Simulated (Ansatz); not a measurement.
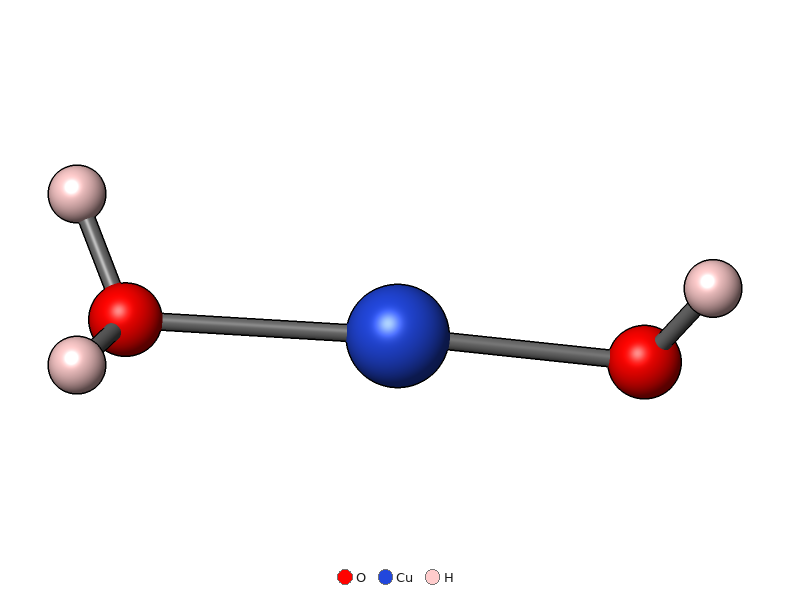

The species is neutral and a spin singlet. Harmonic vibrations computed with RKS PBE0-D4/def2-TZVP (Ansatz 0.2.0) at a stationary point of the same level.

**How many imaginary frequencies does it have?**

A minimum: no imaginary frequency, and the lowest mode lies at 89 cm⁻¹.

**List the wavenumbers.**

12 modes: 89, 152, 154, 377, 427, 587, 650, 764, 1621, 3816, 3880, 3909 cm⁻¹.
